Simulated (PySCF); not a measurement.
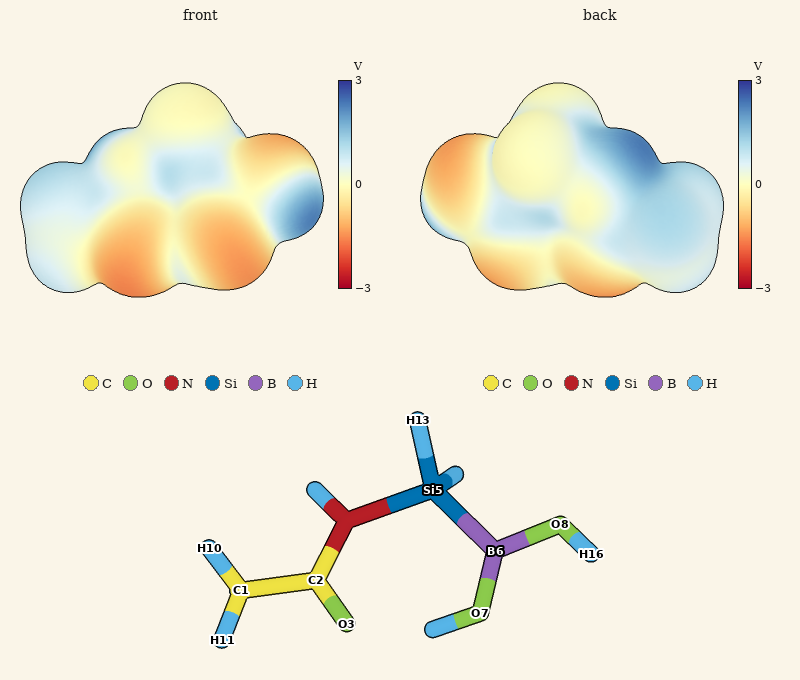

Figure 1: C$_{2}$H$_{8}$BNO$_{3}$Si. The electrostatic potential painted on the density surface at 0.002 e/bohr³, seen from the front and from behind; the colour scale runs from red (negative) to blue (positive). The bare structure is drawn below in the same view.

Geometry: GFN2-xTB.

These are results of PBE0/pcSseg-1, SCF density, gas phase, non-relativistic in PySCF 2.14.0, not measurements.

```
atom    x (Å)    y (Å)    z (Å)
   C  -2.7902  -0.0870  -0.4470
   C  -1.2785  -0.0958  -0.3632
   O  -0.6007  -0.8392  -1.0545
   N  -0.7490   0.7691   0.5203
  Si   0.9693   1.0554   0.9165
   B   2.3029  -0.0001  -0.0898
   O   2.0861  -0.9328  -1.0313
   O   3.5891   0.2832   0.2471
   H  -3.1412   0.9035  -0.7299
   H  -3.2156  -0.3437   0.5211
   H  -3.1171  -0.8108  -1.1882
   H  -1.4287   1.3177   1.0243
   H   0.9406   0.8547   2.3809
   H   1.0324   2.5232   0.7558
   H   1.1493  -1.0968  -1.2342
   H   4.2436  -0.2243  -0.2390
```

**Which sites attract a positive test charge, and which a negative one?**

A positive charge is drawn to the negative regions and a negative charge to the positive ones. The most negative region (about −1.5 V) lies over O3, the most positive (about +2.2 V) over H12 and H16. O3 is the likeliest acceptor of a hydrogen bond.

**How polar is the molecule by this calculation?**

Its dipole moment is 2.92 D.
